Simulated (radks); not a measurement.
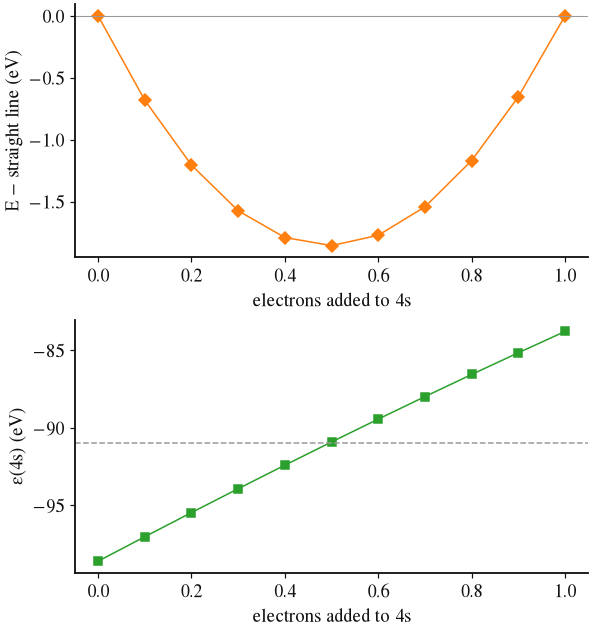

Method: Dirac Kohn-Sham, LDA (Slater exchange, Perdew-Wang correlation), spin-unpolarised, spherical densities, finite nucleus; computed with the in-house radial solver radks. The occupation of the 4s shell is varied from Ru²⁺ ([Ar] 3d10 4s1 4p6 4d7 (4d3/2: 4, 4d5/2: 3)) to Ru⁺ ([Kr] 4d7 (4d3/2: 4, 4d5/2: 3)), with spherical fractional occupations. The plot shows the total energy less the straight line between the end points, and the eigenvalue of 4s (the dashed line is minus the energy to take the whole electron out).

What does the shape say about the method?

Answer. The curve is convex (below the straight line), with the largest deviation among the points computed, −1.86 eV, at 0.5. The end points differ by 91.0 eV, the energy to take the electron out. The eigenvalue, which is the slope of the energy (Janak's theorem), moves from −98.6 eV at 0 to −83.8 eV at 1; for a straight line it would stay constant, and a parabola would sag by an eighth of this change, scaled to a whole electron, 1.85 eV. Convexity is the delocalisation error: fractional charges are too low in energy. The shell lies under occupied ones, so the straight line is a guide here rather than an exact condition.
